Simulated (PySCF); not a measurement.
SMILES CC(C)(C)C[SiH3] (C₅H₁₄Si), GFN2-xTB optimised geometry. Atoms within 1.6 Å of the plane z = 0.0 Å (x, y, z in Å): C1 (1.38, -0.10, 0.00), C2 (-0.15, -0.10, 0.00), C3 (-0.64, -0.81, 1.27), C4 (-0.66, 1.34, 0.00), C5 (-0.68, -0.87, -1.22), H7 (1.77, -1.12, -0.02), H8 (1.76, 0.38, 0.90), H9 (1.77, 0.43, -0.86), H10 (-1.73, -0.80, 1.32), H11 (-0.30, -1.84, 1.30), H13 (-0.25, 1.89, -0.84), H14 (-1.74, 1.36, -0.07), H15 (-0.36, 1.84, 0.92), H16 (-0.30, -1.89, -1.18), H17 (-1.77, -0.96, -1.11).

Method: PySCF 2.14.0 with B3LYP/def2-SVP. Cells within 0.4 Å of a nucleus heavier than hydrogen are left out (blank, or x).

Map of the log10 of the electron density (e/bohr³), floored at −4 on the plane z = 0.0 Å:

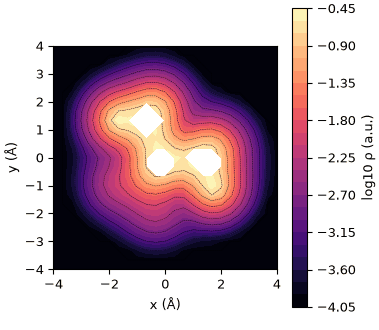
Figure. Log10 of the electron density (e/bohr³), floored at −4 on the plane z = 0.0 Å.
